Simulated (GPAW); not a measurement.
# Al K-edge XANES of Al2Ru (I4/mmm)

What does one-electron theory with a core hole give for the Al K edge of Al2Ru (I4/mmm)?

Method: X-ray absorption from dipole matrix elements to empty bands, plane-wave PAW LDA, in GPAW 26.7.0.

## Step 1: The starting structure

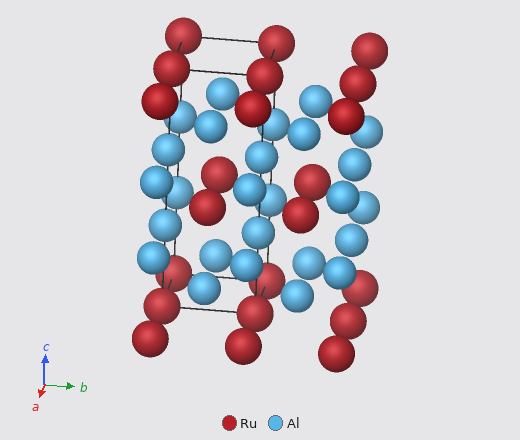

The cell as given, slightly off an axis (ruthenium red, aluminium blue). 2×2×1 cells are drawn. This picture shows the conventional cell, with its axes. Some periodic images of atoms are drawn too.

Structure file:

```cif
data_structure
_symmetry_space_group_name_H-M 'P 1'
_symmetry_Int_Tables_number 1
_cell_length_a 4.7638
_cell_length_b 4.7638
_cell_length_c 4.7638
_cell_angle_alpha 141.758
_cell_angle_beta 141.758
_cell_angle_gamma 55.193
_cell_volume 41.12
loop_
_atom_site_label
_atom_site_type_symbol
_atom_site_fract_x
_atom_site_fract_y
_atom_site_fract_z
_atom_site_occupancy
Ru1 Ru 0.00000 0.00000 0.00000 1
Al2 Al 0.34080 0.34080 0.00000 1
Al3 Al 0.65920 0.65920 0.00000 1
```

## Step 2: Ground state of the crystal

The ground state comes first: it tells whether the system has a gap, which decides how the excited electron is treated.

scf.py

```python
import numpy as np
from ase import Atoms
from ase.parallel import parprint, paropen
from gpaw import GPAW, PW, FermiDirac, Mixer, MixerDif, setup_paths
from gpaw.test import gen
setup_paths.insert(0, '.')
gen('Al', name='nch1s', xcname='LDA', corehole=(1, 0, 0), write_xml=True)
from gpaw.mpi import world
world.barrier()

atoms = Atoms('RuAl2',
    cell=[[-1.56042162, 1.56042162, 4.22180559],
     [1.56042162, -1.56042162, 4.22180559],
     [1.56042162, 1.56042162, -4.22180559]],
    scaled_positions=[[0, 0, 0],
     [0.34079781, 0.34079781, 0],
     [0.65920219, 0.65920219, 0]],
    pbc=True)
atoms.calc = calc = GPAW(legacy_gpaw=True, mode=PW(430), xc='LDA', setups={1: 'nch1s'},
    kpts={'size': (11, 11, 11), 'gamma': True}, occupations=FermiDirac(0.05),
    charge=0, mixer=Mixer(0.1, 5, 50), maxiter=150,
    convergence={'density': 0.0001}, txt='scf.txt')
energy = atoms.get_potential_energy() + calc.get_reference_energy()
ef = calc.get_fermi_level()
out = dict(energy=energy, fermi=ef, forces=atoms.get_forces().tolist())
parprint(f'all-electron energy {energy:.4f} eV, Fermi level {ef:.4f} eV')
ev = np.array([[calc.get_eigenvalues(k, s) for k in range(len(calc.get_ibz_k_points()))] for s in range(calc.get_number_of_spins())])
out['homo'], out['lumo'], out['counts'] = ev[ev < ef].max(), ev[ev > ef].min(), sorted(set((ev < ef).sum((0, 2)).tolist()))
out['filled'] = (ev[:, 0] < ef).sum(1).tolist()
import json
with paropen('out.json', 'w') as f:
    json.dump(out, f)
```

Command:

```bash
> OMP_NUM_THREADS=1 mpirun -n 4 gpaw python scf.py
```

Numbers of over 12 decimals in the logs are rounded to 6 here.

Log:

```text
Input parameters:
  convergence: {density: 0.0001}
  kpts: {gamma: True,
         size: (11, 11, 11)}
  maxiter: 150
  mixer: {backend: pulay,
          beta: 0.1,
          method: separate,
          nmaxold: 5,
          weight: 50}
  mode: {ecut: 430.0,
         name: pw}
  occupations: {fixmagmom: False,
                name: fermi-dirac,
                width: 0.05}
  setups: {1: nch1s}

Initialize ...

[... PAW data sets ...]

Reference energy: -136280.257577  # eV

Spin-paired calculation

[... convergence settings ...]
Symmetries present (total): 8
  [... symmetry matrices ...]

1331 k-points: 11 x 11 x 11 Monkhorst-Pack grid
126 k-points in the irreducible part of the Brillouin zone
       k-points in crystal coordinates                weights
   0:     0.00000000    0.00000000    0.00000000          1/1331
   1:     0.09090909   -0.09090909    0.00000000          4/1331
   2:     0.09090909   -0.09090909    0.09090909          4/1331
   3:     0.09090909    0.00000000    0.00000000          8/1331
   4:     0.09090909    0.09090909   -0.09090909          2/1331
   5:     0.18181818   -0.18181818    0.00000000          4/1331
   6:     0.18181818   -0.18181818    0.09090909          8/1331
   7:     0.18181818   -0.18181818    0.18181818          4/1331
   8:     0.18181818   -0.09090909    0.00000000         16/1331
   9:     0.18181818   -0.09090909    0.09090909          8/1331
          ...
 125:     0.45454545    0.45454545    0.45454545          8/1331

Wave functions: Plane wave expansion
  Cutoff energy: 430.000 eV
  Number of coefficients (min, max): 803, 862
  Pulay-stress correction: 0.000000 eV/Ang^3 (de/decut=0.000000)
  Using FFTW library
  Wavefunction extrapolation:
    Improved wavefunction reuse through dual PAW basis

Occupation numbers: Fermi-Dirac:
  width: 0.0500  # eV

Eigensolver
   Davidson(niter=2)

Densities:
  Coarse grid: 24*24*24 grid
  Fine grid: 48*48*48 grid
  Total Charge: 0.000000

Density mixing:
  Method: separate
  Backend: pulay
  Linear mixing parameter: 0.1
  old densities: 5
  Width of damping distribution: 1.1
  Damping of long wavelength oscillations: 50

[... Hamiltonian set-up ...]
Number of atoms: 3
Number of atomic orbitals: 21
Number of bands in calculation: 18
Number of valence electrons: 22
Bands to converge: occupied

... initialized

Initializing position-dependent things.

Density initialized from atomic densities
Creating initial wave functions:
  18 bands from LCAO basis set

       Al

       Al

       Ru

Atomic positions and initial magnetic moments

Positions:
   0 Ru     0.000000    0.000000    0.000000    ( 0.0000,  0.0000,  0.0000)
   1 Al    -0.000000    0.000000    2.877564    ( 0.0000,  0.0000,  0.0000)
   2 Al     0.000000   -0.000000    5.566047    ( 0.0000,  0.0000,  0.0000)

Unit cell:
           periodic     x           y           z      points  spacing
  1. axis:    yes   -1.560422    1.560422    4.221806    24     0.1220
  2. axis:    yes    1.560422   -1.560422    4.221806    24     0.1220
  3. axis:    yes    1.560422    1.560422   -4.221806    24     0.0919

  Lengths:   4.763767   4.763767   4.763767
  Angles:  141.758456 141.758456  55.192812

Effective grid spacing dv^(1/3) = 0.1438

iter:   1   -22.347501
iter:   2   -21.721262   -1.74  -1.11
iter:   3   -21.356902   -1.53  -1.18
iter:   4   -21.434847   -1.95  -1.33
iter:   5   -21.383992   -1.38  -1.40
iter:   6   -21.246034   -2.34  -1.70
iter:   7   -21.238936   -3.05  -2.21
iter:   8   -21.238849c  -4.51  -2.85
iter:   9   -21.238679c  -4.58  -2.90
iter:  10   -21.238653c  -5.56  -3.35
iter:  11   -21.238652c  -7.31  -4.02c
iter:  12   -21.238650c  -7.69c -4.08c

Converged after 12 iterations.

Dipole moment: (0.000000, -0.000000, -0.000000) |e|*Ang

Energy contributions relative to reference atoms: (reference = -136280.257577)

Kinetic:        +11.356325
Potential:       -9.191660
External:        +0.000000
XC:             -23.185806
Entropy (-ST):   -0.002425
Local:           -0.216297
SIC:             +0.000000
--------------------------
Free energy:    -21.239863
Extrapolated:   -21.238650

Showing only first 2 kpts
 Kpt  Band  Eigenvalues  Occupancy
  0     9      7.92069    2.00000
  0    10      8.96517    2.00000
  0    11     12.25975    0.00000
  0    12     15.98038    0.00000

  1     9      8.61625    2.00000
  1    10      8.96954    2.00000
  1    11     12.21426    0.00000
  1    12     13.82951    0.00000

Fermi level: 9.86531

No gap
No difference between direct/indirect transitions

Forces in eV/Ang:
  0 Ru    0.00000    0.00000    0.00000
  1 Al    0.00000    0.00000    0.11232
  2 Al    0.00000    0.00000   -0.11232
Scalar-relativistic atomic LDA calculation for Al (Aluminium, Z=13)
Core hole in 1s state (1s occupation: 2.0)
450 radial gridpoints.
|------------------------------------------------|
|------------------------------------------------|
[... the atom generator's iteration count ...]

Energy contributions:
-------------------------
Kinetic:     +241.907748
XC:           -17.475820
Potential:   -466.184455
-------------------------
Total:       -241.752526

state      eigenvalue         ekin         rmax
-----------------------------------------------
1s^2.0 :   -55.275624    79.068605        0.079
2s^2.0 :    -3.950529    10.716381        0.498
2p^6.0 :    -2.562254     9.904148        0.428
3s^2.0 :    -0.287726     1.129441        2.062
3p^1.0 :    -0.102289     0.654006        2.636
-----------------------------------------------
(units: Bohr and Hartree)

Generating PAW setup
Kinetic energy of the core from tauc = 239.438228
Cutoffs:
rc(s)=2.050
rc(p)=2.050
rc(d)=2.050
rc(vbar)=1.845
rc(comp)=2.050
rc(nct)=2.050

Kinetic energy of the core states: 238.994859
Charge: 0.0
Core electrons: 10.0
Valence electrons: 3.0
Pseudo-core charge: 0.393537
Shape function alpha=2.380
Pseudo-electron charge 3.499916
state    eigenvalue         norm
--------------------------------
3s(2) :    -0.287726     1.053448
*s    :     0.712274
3p(1) :    -0.102289     0.999482
*p    :     0.897711
*d    :     0.000000
--------------------------------

Diagonalizing with gridspacing h=0.050

state   all-electron     PAW
-------------------------------
3s:      -0.287726    -0.287811
3p:      -0.102289    -0.102345
*d:                    0.027274
*f:                    0.064816
-------------------------------
all-electron energy -136301.4962 eV, Fermi level 9.8653 eV
```

Wall time 14 s (4 MPI ranks of Arm Neoverse V2, shared host); peak memory 0.19 GiB; 56 s of CPU time.

The mesh shows no gap, so the system is treated as a metal and the core electron is put at the Fermi level (neutral cell).

## Step 3: Spectrum without a core hole, Al atom 2

Without a hole the spectrum is the empty density of states of the right symmetry on the absorber, weighted by matrix elements. It needs only the small cell and serves as the baseline. The data set with a hole of occupation 0 only carries the core orbital.

The absorber has 4 Ru at 2.58 Å, 5 Al at 2.69 Å, 1 Ru at 2.88 Å and 4 Al at 3.12 Å (14-fold, site symmetry 4mm).

xas.py

```python
import numpy as np
from ase import Atoms
from ase.parallel import parprint, paropen
from gpaw import GPAW, PW, FermiDirac, Mixer, MixerDif, setup_paths
from gpaw.test import gen
setup_paths.insert(0, '.')
gen('Al', name='nch1s', xcname='LDA', corehole=(1, 0, 0), write_xml=True)
from gpaw.mpi import world
world.barrier()

atoms = Atoms('RuAl2',
    cell=[[-1.56042162, 1.56042162, 4.22180559],
     [1.56042162, -1.56042162, 4.22180559],
     [1.56042162, 1.56042162, -4.22180559]],
    scaled_positions=[[0, 0, 0],
     [0.34079781, 0.34079781, 0],
     [0.65920219, 0.65920219, 0]],
    pbc=True)
atoms.calc = calc = GPAW(legacy_gpaw=True, mode=PW(430), xc='LDA', setups={1: 'nch1s'},
    kpts={'size': (15, 15, 15), 'gamma': True}, occupations=FermiDirac(0.1),
    charge=0, mixer=Mixer(0.1, 5, 50), maxiter=150,
    convergence={'density': 0.0001}, txt='scf.txt')
energy = atoms.get_potential_energy() + calc.get_reference_energy()
ef = calc.get_fermi_level()
out = dict(energy=energy, fermi=ef, forces=atoms.get_forces().tolist())
parprint(f'all-electron energy {energy:.4f} eV, Fermi level {ef:.4f} eV')
ev = np.array([[calc.get_eigenvalues(k, s) for k in range(len(calc.get_ibz_k_points()))] for s in range(calc.get_number_of_spins())])
out['homo'], out['lumo'], out['counts'] = ev[ev < ef].max(), ev[ev > ef].min(), sorted(set((ev < ef).sum((0, 2)).tolist()))
out['filled'] = (ev[:, 0] < ef).sum(1).tolist()

from ase.units import Ha
from gpaw.xas import dipole_matrix_elements
nb = int(calc.get_number_of_electrons() / 2) + 33
top = nb
nscf = calc.fixed_density(kpts={'size': (14, 14, 14), 'gamma': True},
    convergence={'eigenstates': 1.0}, txt='nscf.txt')
nscf.diagonalize_full_hamiltonian(nbands=nb)
cell = atoms.cell.array
ops = [cell.T @ U.T @ np.linalg.inv(cell.T) for U in nscf.wfs.kd.symmetry.op_scc]
E = np.arange(-25, 34, 0.1)
fwhm = np.interp(E, [4, 25], [0.9, 3.5])
Y, X, zero, highest = 0, 0, 1e9, 1e9
for spin in range(nscf.get_number_of_spins()):
    wfs = nscf.wfs
    A = dipole_matrix_elements(wfs.setups[1])
    eps = np.zeros((wfs.kd.nibzkpts, nb))
    d = np.zeros((3, A.shape[1], wfs.kd.nibzkpts, nb), complex)
    for kpt in wfs.kpt_u:
        if kpt.s == spin and 1 in kpt.P_ani:
            eps[kpt.k] = kpt.eps_n * Ha
            d[:, :, kpt.k] = (kpt.weight * wfs.nspins / 2) ** 0.5 * np.inner(A, kpt.P_ani[1])
    world.sum(eps)
    world.sum(d)
    T = np.einsum('amkn,bmkn->abkn', d, d.conj()).real
    T = sum(np.einsum('ai,ijkn,bj->abkn', R, T, R) for R in ops) / len(ops)
    empty = eps > ef
    zero, highest = min(zero, eps[empty].min()), min(highest, eps[:, top - 1].min())
    lines = [(eps, T, empty)] if spin == 0 else lines + [(eps, T, empty)]
for eps, T, empty in lines:
    f = np.einsum('aakn->akn', T).reshape(3, -1)
    x = eps.ravel() - zero
    w = np.interp(x, E, fwhm) / 2.35482
    g = np.exp(-0.5 * ((E[:, None] - x) / w) ** 2) / (w * (2 * np.pi) ** 0.5)
    Y = Y + (f * empty.ravel()) @ g.T
    X = X + (f * ~empty.ravel()) @ g.T
out.update(E=E.round(2).tolist(), xas=Y.tolist(), xes=X.tolist(), zero=zero, valid=highest - zero, nk=len(eps), nb=nb)
for i in range(0, len(E), 10):
    parprint(f'{E[i]:7.2f}', *(f'{v:10.3e}' for v in Y[:, i]))
import json
with paropen('out.json', 'w') as f:
    json.dump(out, f)
```

Command:

```bash
> OMP_NUM_THREADS=1 mpirun -n 4 gpaw python xas.py
```

Log:

```text
Input parameters:
  convergence: {density: 0.0001}
  kpts: {gamma: True,
         size: (15, 15, 15)}
  maxiter: 150
  mixer: {backend: pulay,
          beta: 0.1,
          method: separate,
          nmaxold: 5,
          weight: 50}
  mode: {ecut: 430.0,
         name: pw}
  occupations: {fixmagmom: False,
                name: fermi-dirac,
                width: 0.1}
  setups: {1: nch1s}

Initialize ...

[...]
*p    :     0.897711
*d    :     0.000000
--------------------------------

Diagonalizing with gridspacing h=0.050

state   all-electron     PAW
-------------------------------
3s:      -0.287726    -0.287811
3p:      -0.102289    -0.102345
*d:                    0.027274
*f:                    0.064816
-------------------------------
all-electron energy -136301.4947 eV, Fermi level 9.8205 eV
[...]
32.00  6.587e-06  6.587e-06  5.805e-06
  33.00  7.178e-06  7.178e-06  6.671e-06
[key lines of the parts left out:]
Converged after 12 iterations.
Dipole moment: (0.000000, -0.000000, -0.000000) |e|*Ang
Free energy:    -21.244544
Fermi level: 9.82050
```

The job ended after 1.9 min (4 MPI ranks; peak memory 0.36 GiB).

The Al K spectrum, Al atom 2, no core hole (energy from the lowest empty level; intensity scaled to a mean of 1 over the first 20 eV; polarised curves are means over the symmetry-equivalent atoms):

| E (eV) | isotropic | ε ⊥ c | ε ∥ c |
| --- | --- | --- | --- |
| -2.0 | 0.00 | 0.00 | 0.00 |
| -0.5 | 0.02 | 0.03 | 0.01 |
| 1.0 | 0.33 | 0.40 | 0.18 |
| 2.5 | 0.55 | 0.58 | 0.49 |
| 4.0 | 0.86 | 0.95 | 0.67 |
| 5.5 | 0.98 | 0.95 | 1.02 |
| 7.0 | 1.00 | 1.01 | 0.99 |
| 8.5 | 1.08 | 1.04 | 1.15 |
| 10.0 | 1.44 | 1.28 | 1.74 |
| 11.5 | 1.29 | 1.35 | 1.17 |
| 13.0 | 1.26 | 1.34 | 1.11 |
| 14.5 | 1.19 | 1.24 | 1.09 |
| 16.0 | 1.17 | 1.22 | 1.08 |
| 17.5 | 1.03 | 1.03 | 1.04 |
| 19.0 | 0.96 | 0.85 | 1.17 |
| 20.5 | 0.89 | 0.78 | 1.11 |
| 22.0 | 0.83 | 0.72 | 1.06 |
| 23.5 | 0.85 | 0.75 | 1.05 |
| 25.0 | 0.86 | 0.85 | 0.87 |
| 26.5 | 0.84 | 0.92 | 0.67 |
| 28.0 | 0.77 | 0.88 | 0.57 |
| 29.5 | 0.72 | 0.80 | 0.56 |
| 31.0 | 0.75 | 0.80 | 0.65 |

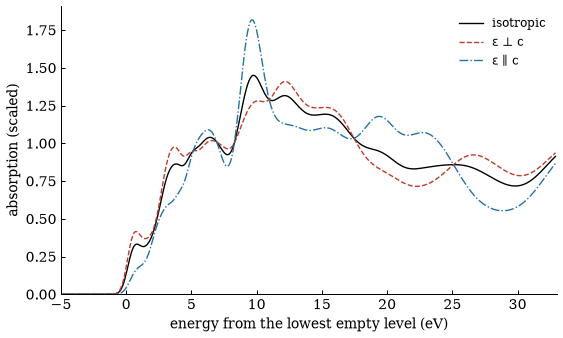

The Al K edge, Al atom 2, no core hole: main maxima at 6.4, 9.8 and 12.1 eV.

Main maxima below 24 eV (height): 6.4 eV (1.04), 9.8 eV (1.45) and 12.1 eV (1.32). A K edge sees empty p states on the absorber.

The same matrix elements for filled bands give the Al K emission of Al atom 2 (ground-state approximation; energy from the lowest empty level, largest value 1):

| E (eV) | emission |
| --- | --- |
| -24.0 | 0.00 |
| -22.5 | 0.00 |
| -21.0 | 0.00 |
| -19.5 | 0.00 |
| -18.0 | 0.00 |
| -16.5 | 0.00 |
| -15.0 | 0.00 |
| -13.5 | 0.00 |
| -12.0 | 0.00 |
| -10.5 | 0.01 |
| -9.0 | 0.07 |
| -7.5 | 0.19 |
| -6.0 | 0.38 |
| -4.5 | 0.79 |
| -3.0 | 0.83 |
| -1.5 | 0.70 |
| 0.0 | 0.17 |
| 1.5 | 0.00 |
| 3.0 | 0.00 |

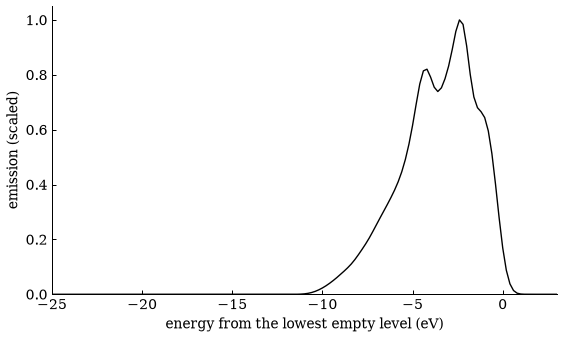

X-ray emission from the filled bands.

Emission maxima: -4.2 eV (0.82) and -2.4 eV (1.00).

## Step 4: Reference energy of the supercell

The photon energy needs a difference of total energies, so the cell and mesh of the coming hole run are first run without a hole.

Changes to scf.py since step 2:

```diff
@@ -10,12 +10,36 @@
 
-atoms = Atoms('RuAl2',
-    cell=[[-1.56042162, 1.56042162, 4.22180559],
-     [1.56042162, -1.56042162, 4.22180559],
-     [1.56042162, 1.56042162, -4.22180559]],
+atoms = Atoms('Ru9Al18',
+    cell=[[4.68126486, -4.68126486, -4.22180559],
+     [4.68126486, 4.68126486, 4.22180559],
+     [4.68126486, -4.68126486, 4.22180559]],
     scaled_positions=[[0, 0, 0],
-     [0.34079781, 0.34079781, 0],
-     [0.65920219, 0.65920219, 0]],
+     [0.33333333, 0, 0.33333333],
+     [0.33333333, 0.33333333, 0],
+     [0, 0.33333333, 0.66666667],
+     [0.66666667, 0, 0.66666667],
+     [0.66666667, 0.33333333, 0.33333333],
+     [0.66666667, 0.66666667, 0],
+     [0.33333333, 0.66666667, 0.66666667],
+     [0, 0.66666667, 0.33333333],
+     [0.65920219, 0, 0.34079781],
+     [0.99253552, 0, 0.67413114],
+     [0.99253552, 0.33333333, 0.34079781],
+     [0.65920219, 0.33333333, 0.00746448],
+     [0.32586886, 0, 0.00746448],
+     [0.32586886, 0.33333333, 0.67413114],
+     [0.32586886, 0.66666667, 0.34079781],
+     [0.99253552, 0.66666667, 0.00746448],
+     [0.65920219, 0.66666667, 0.67413114],
+     [0.34079781, 0, 0.65920219],
+     [0.67413114, 0, 0.99253552],
+     [0.67413114, 0.33333333, 0.65920219],
+     [0.34079781, 0.33333333, 0.32586886],
+     [0.00746448, 0, 0.32586886],
+     [0.00746448, 0.33333333, 0.99253552],
+     [0.00746448, 0.66666667, 0.65920219],
+     [0.67413114, 0.66666667, 0.32586886],
+     [0.34079781, 0.66666667, 0.99253552]],
     pbc=True)
-atoms.calc = calc = GPAW(legacy_gpaw=True, mode=PW(430), xc='LDA', setups={1: 'nch1s'},
-    kpts={'size': (11, 11, 11), 'gamma': True}, occupations=FermiDirac(0.05),
+atoms.calc = calc = GPAW(legacy_gpaw=True, mode=PW(430), xc='LDA', setups={9: 'nch1s'},
+    kpts={'size': (4, 4, 4), 'gamma': True}, occupations=FermiDirac(0.1),
     charge=0, mixer=Mixer(0.1, 5, 50), maxiter=150,
```

Command:

```bash
> OMP_NUM_THREADS=1 mpirun -n 4 gpaw python scf.py
```

Log:

```text
Input parameters:
  convergence: {density: 0.0001}
  kpts: {gamma: True,
         size: (4, 4, 4)}
  maxiter: 150
  mixer: {backend: pulay,
          beta: 0.1,
          method: separate,
          nmaxold: 5,
          weight: 50}
  mode: {ecut: 430.0,
         name: pw}
  occupations: {fixmagmom: False,
                name: fermi-dirac,
                width: 0.1}
  setups: {9: nch1s}

Initialize ...

[...]
3s(2) :    -0.287726     1.053448
*s    :     0.712274
3p(1) :    -0.102289     0.999482
*p    :     0.897711
*d    :     0.000000
--------------------------------

Diagonalizing with gridspacing h=0.050

state   all-electron     PAW
-------------------------------
3s:      -0.287726    -0.287811
3p:      -0.102289    -0.102345
*d:                    0.027274
*f:                    0.064816
-------------------------------
all-electron energy -1226713.4644 eV, Fermi level 9.8484 eV
[key lines of the parts left out:]
Converged after 18 iterations.
Dipole moment: (0.000000, -0.000000, -0.000000) |e|*Ang
Free energy:   -191.215969
Fermi level: 9.84839
```

Wall time 2.6 min (4 MPI ranks); peak memory 0.51 GiB.

Reference energy: -1226713.464 eV with the cores included.

(Part 1 of 3 ends here.)

[Banner, clock and machine lines of the logs are left out without a mark of their own.]

[Logs are printed without paths, hosts, clocks, repeated set-up lines and the standing remarks that a program may print on its own settings, such as how far it seeks lower states.]

[Hosts, paths, dates, database ids (printed as entryN), source tags and the programs' standing remarks are cut or masked in the printed files.]

[Lists of maxima count a maximum above −3 eV only where it reaches 4 % of the highest in the window and stands out from its surroundings by 2 % of it (1.5 % where it reaches 55 %); shoulders and weaker maxima are passed over, and of the rest the first, up to two pre-edge ones and the few strongest are named.]
